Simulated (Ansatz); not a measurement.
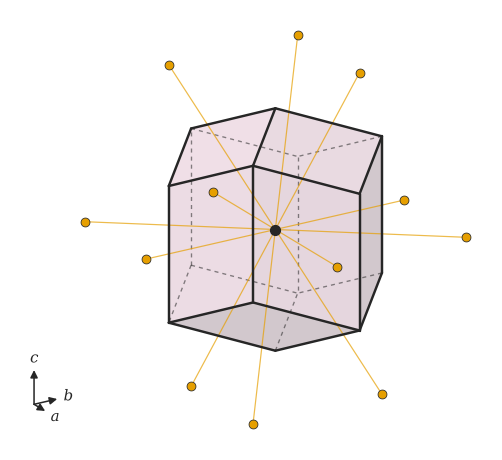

Crystal: Sb, the end point of a relaxation at fixed volume with DFT HSE06, scalar-relativistic, plane waves, PAW (Ansatz 0.2.0). The Wigner–Seitz cell of the crystal's lattice, with lines to the lattice points that define its faces. The drawing is computed from the coordinates (standard cell, symmetry found to 0.002 Å).

a = 4.324 Å, b = 4.324 Å, c = 11.698 Å, α = 90.00°, β = 90.00°, γ = 120.00°; lattice centring R.

### Which of Fedorov's five parallelohedra is it?

A rhombic dodecahedron: 12 faces (12 with 4 edges), 24 edges, 14 vertices. Its volume is that of the primitive cell, 63.2 Å³.

### Which lattice vectors do the faces bisect?

```csv
example,length (Å),faces,edges of each,area (Å²)
a,4.32,6,4,7.7
2/3 a + 1/3 b + 1/3 c,4.63,6,4,6.4
```
